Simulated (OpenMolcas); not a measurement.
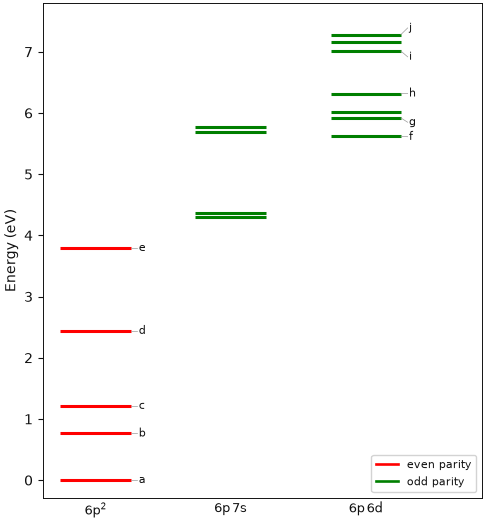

**Figure 1.** The lowest computed levels of Pb I (neutral lead), 10 of them lettered. a: 6p² ³P₀ at 0; b: 6p² ³P₁ at 0.764 eV; c: 6p² ³P₂ at 1.21 eV; d: 6p² ¹D₂ at 2.44 eV; e: 6p² ¹S₀ at 3.79 eV; f: 6p 6d ³F°₂ at 5.62 eV; g: 6p 6d ³F°₃ at 5.92 eV; h: 6p 6d ³D°₁ at 6.31 eV; i: 6p 6d ³F°₄ at 7.01 eV; j: 6p 6d ³D°₃ at 7.28 eV.

# Pb: multiconfigurational calculation (part 1 of 2)

Pb. Computed at this level: state-averaged RASSCF, active space 2 electrons in the shells 6p 6d 7s; RAS3 6d 7s with at most 1 electron, basis ANO-RCC, DKH2 scalar Hamiltonian, spin-orbit coupling by RASSI with atomic mean-field integrals (OpenMolcas).

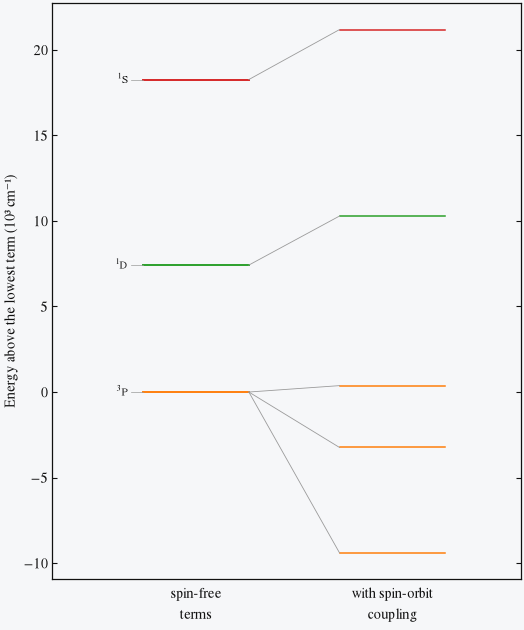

**Figure 2.** Terms of neutral lead without and with spin-orbit coupling; the J values are left off. ³P (at 0) splits over 9,780 cm⁻¹ into J = 0, 1, 2 from the bottom up (normal); ¹D (at 7,420 cm⁻¹) gives the one level J = 2; ¹S (at 18,300 cm⁻¹) gives the one level J = 0. The ground level lies 9,400 cm⁻¹ below the lowest term.

These pictures come from the run below.

**Input**
```
&GATEWAY
Coord
1

Pb 0.0 0.0 0.0
Basis=ANO-RCC
Group=XYZ
NoMove
AngMom=0.0 0.0 0.0
AMFI
&SEWARD
&RASSCF
FileOrb=start.orb
Symmetry=1
Spin=3
nActEl=2 0 1
Inactive=21 19
Ras2=0 3
Ras3=6 0
CIRoot=3 3 1
SDav=3
CIMx=300
Iter=120 100
PrWF=0.3
OrbListing=Nothing
MaxOrb=0
Thrs=2.0e-7 1.0e-1 5.0e-4
Atom
>>> COPY $Project.JobIph JOB001
&RASSCF
FileOrb=start.orb
Symmetry=1
Spin=1
nActEl=2 0 1
Inactive=21 19
Ras2=0 3
Ras3=6 0
CIRoot=6 6 1
SDav=6
CIMx=300
Iter=120 100
PrWF=0.3
OrbListing=Nothing
MaxOrb=0
Thrs=2.0e-7 1.0e-1 5.0e-4
Atom
>>> COPY $Project.JobIph JOB002
&RASSCF
FileOrb=start.orb
Symmetry=2
Spin=3
nActEl=2 0 1
Inactive=21 19
Ras2=0 3
Ras3=6 0
CIRoot=18 18 1
SDav=18
CIMx=300
Iter=120 100
PrWF=0.3
OrbListing=Nothing
MaxOrb=0
Thrs=2.0e-7 1.0e-1 5.0e-4
Atom
>>> COPY $Project.JobIph JOB003
&RASSCF
FileOrb=start.orb
Symmetry=2
Spin=1
nActEl=2 0 1
Inactive=21 19
Ras2=0 3
Ras3=6 0
CIRoot=18 18 1
SDav=18
CIMx=300
Iter=120 100
PrWF=0.3
OrbListing=Nothing
MaxOrb=0
Thrs=2.0e-7 1.0e-1 5.0e-4
Atom
>>> COPY $Project.JobIph JOB004
&RASSI
NrOfJobIphs=4 3 6 18 18
1 2 3
1 2 3 4 5 6
1 2 3 4 5 6 7 8 9 10 11 12 13 14 15 16 17 18
1 2 3 4 5 6 7 8 9 10 11 12 13 14 15 16 17 18
IphNames
JOB001
JOB002
JOB003
JOB004
EJob
SpinOrbit
DIPRint=1.0
SOCoupling=1000.0
Subsets=2
MEES
Property=10
'ANGMOM' 1 'ANGMOM' 2 'ANGMOM' 3 'MLTPL  1' 1 'MLTPL  1' 2 'MLTPL  1' 3
'AMFI' 1 'AMFI' 2 'AMFI' 3 'MLTPL  2' 6
SOProperty=3
'ANGMOM' 1 'ANGMOM' 2 'ANGMOM' 3
```

The file start.orb holds starting orbitals from an earlier step. A driver script formed the levels outside the program, from RASSI's spin-orbit matrix and the active-space energies, averaged over the components of each term or state.

Run as:
```bash
OMP_NUM_THREADS=1 MOLCAS_MEM=2252 MOLCAS_PROJECT=a pymolcas a.inp > a.log  # once for each step of the input, in one work folder
```

**The program's output (extracts)**
```
--- SEWARD ---
Basis set label: PB.ANO-RCC.........

      Electronic valence basis set:
      ------------------
      Associated Effective Charge  82.000000 au
      Associated Actual Charge     82.000000 au
      Nuclear Model: Point charge

      Shell  nPrim  nBasis  Cartesian Spherical Contaminant
         s      25      11        X
         p      22      10        X
         d      16       9                 X
         f      12       6                 X
         g       4       4                 X
                  Relativistic Douglas-Kroll-Hess integrals:
                    - DKH order of Hamiltonian: 2
                    - DKH order of Properties : 0
                  Atomic mean-field integrals
--- RASSCF ---
Wave function specifications:
      -----------------------------

      Number of closed shell electrons          80
      Number of electrons in active shells       2
      Max number of holes in RAS1 space          0
      Max nr of electrons in RAS3 space          1
      Number of inactive orbitals               40
      Number of active orbitals                  9
      Number of secondary orbitals             115
      Spin quantum number                      1.0
      State symmetry                             1
Orbital specifications:
      -----------------------

      Symmetry species                           1   2
                                                ag  au
      Frozen orbitals                            0   0
      Inactive orbitals                         21  19
      Active orbitals                            6   3
      RAS1 orbitals                              0   0
      RAS2 orbitals                              0   3
      RAS3 orbitals                              6   0
      Secondary orbitals                        65  50
      Deleted orbitals                           0   0
      Number of basis functions                 92  72
      Number of CSFs                             3
      Number of root(s) required                 3
      Iter CI   SX   CI       RASSCF       Energy    max ROT     max BLB   max BLB  Level Ln srch  Step   QN
          iter iter root      energy       change     param      element    value   shift minimum  type update
 Nr of preliminary CI iterations:   1
 ###############################################################################
 ###############################################################################
 ###                                                                         ###
 ###                                                                         ###
 ###    WARNING: Problems in orbital optimization.                           ###
 ###                                                                         ###
 ###                                                                         ###
 ###############################################################################
 ###############################################################################
  Warning: In symmetry  1, orbital p=  22 has diagonal density matrix element D(p,p) close to zero. D(p,p)=  0.000000E+00
  Warning: In symmetry  1, orbital p=  23 has diagonal density matrix element D(p,p) close to zero. D(p,p)=  0.000000E+00
        ...
  Warning: In symmetry  1, orbital p=  25 has diagonal density matrix element D(p,p) close to zero. D(p,p)=  0.000000E+00
  Warning: In symmetry  1, orbital p=  26 has diagonal density matrix element D(p,p) close to zero. D(p,p)=  0.000000E+00
  Warning: In symmetry  1, orbital p=  27 has diagonal density matrix element D(p,p) close to zero. D(p,p)=  0.000000E+00
        4   1    6    0  -861.69849332   -1.97E-09   1.14E-05   14  39 2  2.74E-05   0.50   0.00    SX    NO
      Convergence after  4 iterations
        5   1    6    0  -861.69849332   -8.62E-10   1.14E-05   14  39 2 -1.82E-05   0.50   0.00    SX    NO
      Natural orbitals and occupation numbers for root  1
      sym 1:   0.000000   0.000000   0.000000   0.000000   0.000000   0.000000
      sym 2:   1.000000  -0.000000   1.000000
      Natural orbitals and occupation numbers for root  2
      sym 1:   0.000000   0.000000   0.000000   0.000000   0.000000   0.000000
      sym 2:   1.000000   1.000000   0.000000
      Natural orbitals and occupation numbers for root  3
      sym 1:   0.000000   0.000000   0.000000   0.000000   0.000000   0.000000
      sym 2:   0.000000   1.000000   1.000000
::    RASSCF root number  1 Total energy: -20861.69849332
::    RASSCF root number  2 Total energy: -20861.69849332
::    RASSCF root number  3 Total energy: -20861.69849332
--- RASSCF ---
Wave function specifications:
      -----------------------------

      Number of closed shell electrons          80
      Number of electrons in active shells       2
      Max number of holes in RAS1 space          0
      Max nr of electrons in RAS3 space          1
      Number of inactive orbitals               40
      Number of active orbitals                  9
      Number of secondary orbitals             115
      Spin quantum number                      0.0
      State symmetry                             1
Orbital specifications:
      -----------------------

      Symmetry species                           1   2
                                                ag  au
      Frozen orbitals                            0   0
      Inactive orbitals                         21  19
      Active orbitals                            6   3
      RAS1 orbitals                              0   0
      RAS2 orbitals                              0   3
      RAS3 orbitals                              6   0
      Secondary orbitals                        65  50
      Deleted orbitals                           0   0
      Number of basis functions                 92  72
      Number of CSFs                             6
      Number of root(s) required                 6
      Iter CI   SX   CI       RASSCF       Energy    max ROT     max BLB   max BLB  Level Ln srch  Step   QN
          iter iter root      energy       change     param      element    value   shift minimum  type update
 Nr of preliminary CI iterations:   1
 ###############################################################################
 ###############################################################################
 ###                                                                         ###
 ###                                                                         ###
 ###    WARNING: Problems in orbital optimization.                           ###
 ###                                                                         ###
 ###                                                                         ###
 ###############################################################################
 ###############################################################################
  Warning: In symmetry  1, orbital p=  22 has diagonal density matrix element D(p,p) close to zero. D(p,p)=  0.000000E+00
  Warning: In symmetry  1, orbital p=  23 has diagonal density matrix element D(p,p) close to zero. D(p,p)=  0.000000E+00
        ...
  Warning: In symmetry  1, orbital p=  25 has diagonal density matrix element D(p,p) close to zero. D(p,p)=  0.000000E+00
  Warning: In symmetry  1, orbital p=  26 has diagonal density matrix element D(p,p) close to zero. D(p,p)=  0.000000E+00
  Warning: In symmetry  1, orbital p=  27 has diagonal density matrix element D(p,p) close to zero. D(p,p)=  0.000000E+00
       10   1    8    0  -861.65644378   -2.57E-08   1.13E-05   21  27 1 -2.95E-05   0.50   1.10    QN   YES
      Convergence after 10 iterations
       11   1    8    0  -861.65644378   -1.13E-09   1.13E-05   21  27 1 -1.25E-05   0.50   1.10    QN   YES
      Natural orbitals and occupation numbers for root  1
      sym 1:   0.000000   0.000000   0.000000   0.000000   0.000000   0.000000
      sym 2:   1.333039   0.316340   0.350621
      Natural orbitals and occupation numbers for root  2
      sym 1:   0.000000   0.000000   0.000000   0.000000   0.000000   0.000000
      sym 2:   0.958764   0.001636   1.039601
      Natural orbitals and occupation numbers for root  3
      sym 1:   0.000000   0.000000   0.000000   0.000000   0.000000   0.000000
      sym 2:   0.995203   1.004774   0.000023
::    RASSCF root number  1 Total energy: -20861.66467924
::    RASSCF root number  2 Total energy: -20861.66467924
::    RASSCF root number  3 Total energy: -20861.66467924
::    RASSCF root number  4 Total energy: -20861.66467924
::    RASSCF root number  5 Total energy: -20861.66467924
::    RASSCF root number  6 Total energy: -20861.61526648
--- RASSCF ---
Wave function specifications:
      -----------------------------

      Number of closed shell electrons          80
      Number of electrons in active shells       2
      Max number of holes in RAS1 space          0
      Max nr of electrons in RAS3 space          1
      Number of inactive orbitals               40
      Number of active orbitals                  9
      Number of secondary orbitals             115
      Spin quantum number                      1.0
      State symmetry                             2
Orbital specifications:
      -----------------------

      Symmetry species                           1   2
                                                ag  au
      Frozen orbitals                            0   0
      Inactive orbitals                         21  19
      Active orbitals                            6   3
      RAS1 orbitals                              0   0
      RAS2 orbitals                              0   3
      RAS3 orbitals                              6   0
      Secondary orbitals                        65  50
      Deleted orbitals                           0   0
      Number of basis functions                 92  72
      Number of CSFs                            18
      Number of root(s) required                18
      Iter CI   SX   CI       RASSCF       Energy    max ROT     max BLB   max BLB  Level Ln srch  Step   QN
          iter iter root      energy       change     param      element    value   shift minimum  type update
 Nr of preliminary CI iterations:   1
      Total energies have been shifted. Add               -20000.00 au
        1   1   10    0  -861.50151195    0.00E+00   1.18E-05    7  35 2  5.66E-06   0.00   0.00    SX    NO
        2   1    6    0  -861.50151195   -1.49E-10  -3.25E-06   13  43 1 -2.53E-06   0.00   0.00    SX    NO
        3   1    5    0  -861.50151195   -4.00E-11   1.68E-06   15  30 1  1.45E-06   0.00   0.00    SX    NO
        4   1    4    0  -861.50151195    1.46E-11   6.21E-07   17  35 1  1.17E-06   0.00   0.00    SX    NO
      Convergence after  4 iterations
        5   1    4    0  -861.50151195    3.27E-11   6.21E-07   15  28 1  9.60E-07   0.00   0.00    SX    NO
      Natural orbitals and occupation numbers for root  1
      sym 1:  -0.000000  -0.000000   0.000065   0.000065  -0.000000   0.999869
      sym 2:   0.999869   0.000065   0.000065
      Natural orbitals and occupation numbers for root  2
      sym 1:  -0.000000   0.000065  -0.000000   0.000000   0.000065   0.999869
      sym 2:   0.000065   0.999869   0.000065
      Natural orbitals and occupation numbers for root  3
      sym 1:  -0.000000  -0.000000   0.000065   0.000065  -0.000000   0.999869
      sym 2:   0.000065   0.000065   0.999869
::    RASSCF root number  1 Total energy: -20861.54924309
::    RASSCF root number  2 Total energy: -20861.54924309
::    RASSCF root number  3 Total energy: -20861.54924309
::    RASSCF root number  4 Total energy: -20861.50099276
::    RASSCF root number  5 Total energy: -20861.50099276
::    RASSCF root number  6 Total energy: -20861.50099276
::    RASSCF root number  7 Total energy: -20861.50099276
::    RASSCF root number  8 Total energy: -20861.50099276
::    RASSCF root number  9 Total energy: -20861.50099276
::    RASSCF root number 10 Total energy: -20861.50099276
::    RASSCF root number 11 Total energy: -20861.48611513
::    RASSCF root number 12 Total energy: -20861.48611513
::    RASSCF root number 13 Total energy: -20861.48611513
::    RASSCF root number 14 Total energy: -20861.48611513
::    RASSCF root number 15 Total energy: -20861.48611513
::    RASSCF root number 16 Total energy: -20861.48065359
::    RASSCF root number 17 Total energy: -20861.48065359
::    RASSCF root number 18 Total energy: -20861.48065359
```

(Continued in part 2.) Outcome of the run: converged.
